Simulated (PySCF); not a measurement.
SMILES F[Te](F)(F)(F)(F)F at its B3LYP/def2-SVP optimised geometry (Å):

```
7

F     -0.0003     1.6594     0.8997
Te     0.0000     0.0000     0.0000
F      1.8880     0.0000     0.0000
F     -1.8880     0.0002    -0.0001
F      0.0030    -0.8994     1.6596
F     -0.0032     0.8992    -1.6597
F      0.0006    -1.6594    -0.8998
```

Method: PySCF 2.14.0 with B3LYP/def2-TZVP, def2 effective core potentials past Kr. The core electrons that the potentials of Te replace are not part of the density. Cells within 0.4 Å of a nucleus heavier than hydrogen are left out (blank, or x).

Map of the Laplacian of the electron density (e/bohr⁵), clipped to [-1.50, 1.50] on the plane z = 0.0 Å:

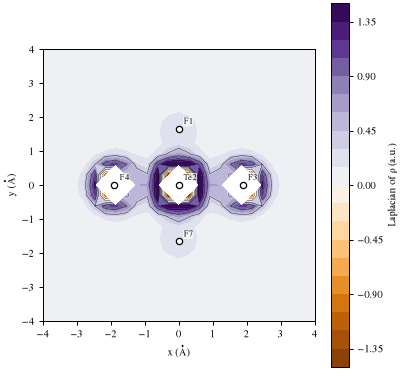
Fig. 1. Laplacian of the electron density (e/bohr⁵), clipped to [-1.50, 1.50] on the plane z = 0.0 Å.
